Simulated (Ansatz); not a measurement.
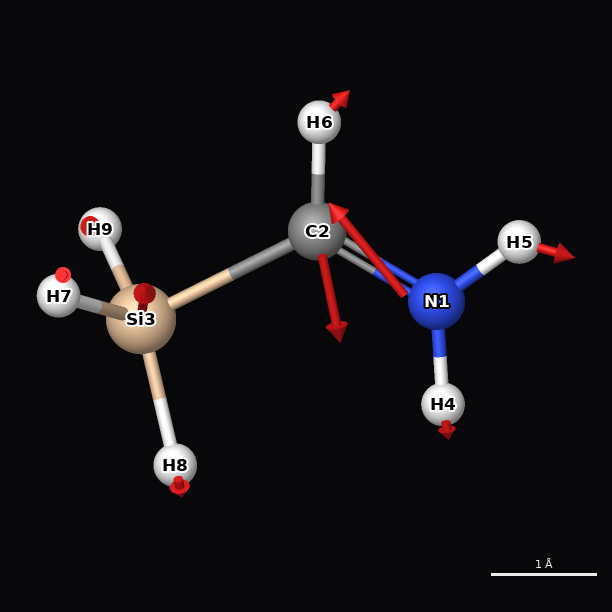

Arrows show the forces on the atoms, 0.3 Å of arrow for 1 eV/Å; forces under a tenth of the largest aren't drawn. The species has charge +1 and is a spin singlet. Level of theory: RHF-CCSD(T) (frozen core)/def2-TZVPP (Ansatz 0.2.0).

On which atom is the force largest, and how large is it?

Answer. On N1: 3.89 eV/Å.

Which bond do the forces act along most?

Answer. N1–C2, now 1.329 Å: the forces pull its atoms together, so a first step downhill shortens it.

List the force components in the frame of the picture (x right, y up, z towards the viewer), in eV/Å.

```csv
atom,Fx,Fy,Fz
N1,−2.42,2.97,0.66
C2,0.58,−2.80,−1.01
Si3,0.10,0.69,2.21
H4,0.09,−0.57,−0.26
H5,1.19,−0.35,0.14
H6,0.55,0.58,0.18
H7,0.07,0.00,−0.53
H8,0.13,−0.60,−0.59
H9,−0.28,0.08,−0.81
```
